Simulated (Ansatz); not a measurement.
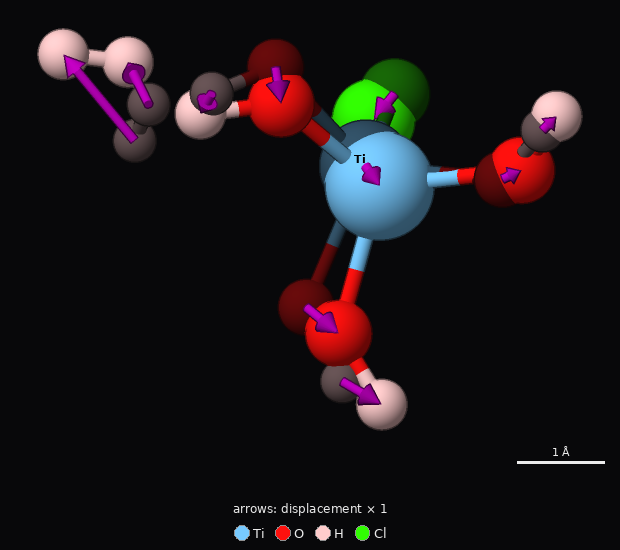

A relaxation of TiH₅O₃Cl. The starting structure is drawn faded, the final one solid; purple arrows show the displacements, at their true length. The two geometries are superimposed by the best rigid fit.

Style: ball-and-stick. Shown at a tilt.

The run prepares an end point of a later path (reaction) calculation, from a guessed geometry.

The calculation used Ansatz, RKS PBE0-D4/def2-SVP.

Input file:
```yaml
crystal:
  periodic: [false, false, false]
  atoms:
    - { symbol: Ti, position_ang: [-0.165185, -0.170303, 0.062524] }
    - { symbol: O, position_ang: [-0.106972, -0.316764, 1.918607] }
    - { symbol: H, position_ang: [-0.6155, 0.248835, 2.509725] }
    - { symbol: Cl, position_ang: [1.864312, -0.256148, -0.820513] }
    - { symbol: O, position_ang: [-1.041075, 1.270363, -0.449856] }
    - { symbol: H, position_ang: [-1.773292, 1.361858, -1.068813] }
    - { symbol: O, position_ang: [-1.065489, -1.550538, -0.553041] }
    - { symbol: H, position_ang: [-1.262224, -2.41193, -0.171323] }
    - { symbol: H, position_ang: [1.251233, 2.082414, 1.224256] }
    - { symbol: H, position_ang: [1.059293, 1.553413, 1.672834] }
basis:
  gaussian: { orbitals: def2-SVP }
hamiltonian:
  xc: pbe0
  dispersion: d4
relax:
  f_tol: 0.03
  max_steps: 50
```

Run as
```bash
ansatz run input.yaml --threads 4 --pin off --max-ram 5120MiB --backend cpu --events-out ev --progress --plain --runs-dir out
```

Which element moves most?

Hydrogen: up to 1.29 Å, against 0.54 Å for oxygen.

Describe the change and its energy.

The largest move after the best rigid fit is that of H9, 1.29 Å. By element the largest moves are H 1.29 Å, O 0.54 Å, Cl 0.40 Å, Ti 0.32 Å. Some distances before and after: Ti1–H9 2.904 → 4.143 Å, Ti1–H10 2.658 → 3.525 Å, Ti1–O2 1.863 → 1.764 Å, H9–H10 0.720 → 0.763 Å. Among the angles between lasting bonds that change: Ti1–O2–H3 123.3° → 133.3°, O5–Ti1–O7 106.6° → 110.0°, O2–Ti1–Cl4 111.4° → 108.3°. Groups turn about Ti1–O2 by about 40°. After 25 accepted moves (31 points after the start) the energy has fallen by 5.56 kcal/mol. The largest force component goes from 1.7 to 0.019 eV/Å. The line search rejected the trial steps at points 4, 8, 10, 15, 18, 22 of the run. The forces were under the threshold at step 9, but the run went on from there. Cost: 2.1 min on 4 threads of Intel(R) Xeon(R) Platinum 8259CL CPU @ 2.50GHz (Skylake/Cascade Lake), on a shared host, peak memory 0.33 GiB.

Limits of the set-up: the start holds two separate molecules, 2.2 Å apart at their closest, whose relative position is a soft coordinate.
